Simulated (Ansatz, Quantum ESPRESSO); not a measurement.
# antimonene, 2 layers, AB stacking: the dipole at a withheld member of a series

How the rows were computed: Quantum ESPRESSO 7.5, PBE, GBRV ultrasoft. Cell and atoms are relaxed without a field with a D3(BJ) correction and then held. Sawtooth field with dipole correction, 17 Å of vacuum in the starting cell, Fermi-Dirac smearing of 0.002 Ry; bands along a path at each field. The series steps the field along the normal.

```tsv
field along the normal	dipole (e Å)
0 V/Å	−0.000
0.05 V/Å	0.035
0.1 V/Å	0.070
0.2 V/Å	0.139
0.3 V/Å	0.209
```

**Question.** What is the dipole at 0.4 V/Å?

**Fit.** The rows at 0.2 V/Å and 0.3 V/Å give a slope of (0.209 − (0.139))/(0.3 − (0.2)) = 0.7, so a straight line gives 0.279 e Å. A parabola through these and the row at 0.1 V/Å gives 0.280 e Å.

**Check.** 0.279 e Å. The line misses by 0.000 and the parabola by +0.001 e Å. Both misses are under 5 % of the step from the nearer row.

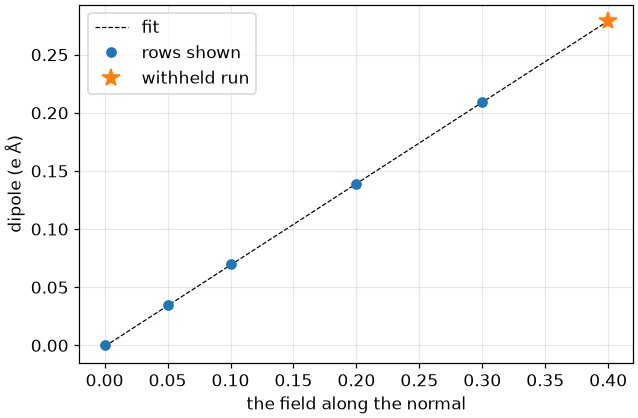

The rows shown, the fit and the withheld run.

**Limits.** Ions are held; semilocal gaps are too small; in strong fields empty levels can belong to the vacuum; one stacking. Members without a usable value, or on the other side of zero field or charge, are not listed.

[Logs are printed without paths, hosts, clocks, repeated set-up lines and the standing remarks that a program may print on its own settings, such as how far it seeks lower states.]
